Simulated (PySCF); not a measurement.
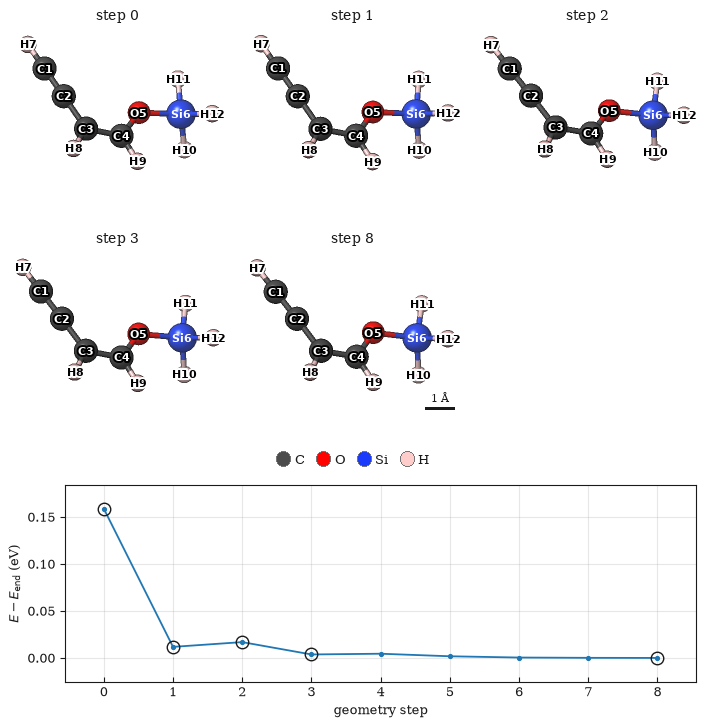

Frames of a relaxation of C₄H₆OSi, marked on the history of the run. A ball-and-stick model, seen at a tilt.

The start comes from GFN2-xTB.

Theory: PBE0-D3(BJ)/def2-SVP geometry optimisation, gas phase (PySCF). 

> What happens along the run?

Over 8 geometry steps the energy falls by 0.159 eV. The atom that moves furthest after the best rigid fit is H11 (0.33 Å). Largest moves by element: H 0.33 Å, C 0.15 Å, O 0.11 Å, Si 0.05 Å. Some distances before and after: O5–Si6 1.626 → 1.682 Å, Si6–H11 1.452 → 1.483 Å, Si6–H10 1.465 → 1.493 Å, C1–H7 1.049 → 1.074 Å. Bond angles that change, for instance: C4–O5–Si6 133.2° → 126.7°, O5–Si6–H11 99.2° → 105.7°, H10–Si6–H11 114.1° → 111.2°. From step 0 to 1: H11 moves most (0.22 Å), energy −0.147 eV. From step 1 to 2: H7 moves most (0.21 Å), energy +0.005 eV. From step 2 to 3: H11 moves most (0.08 Å), energy −0.013 eV. From step 3 to 8: H11 moves most (0.05 Å), energy −0.004 eV.
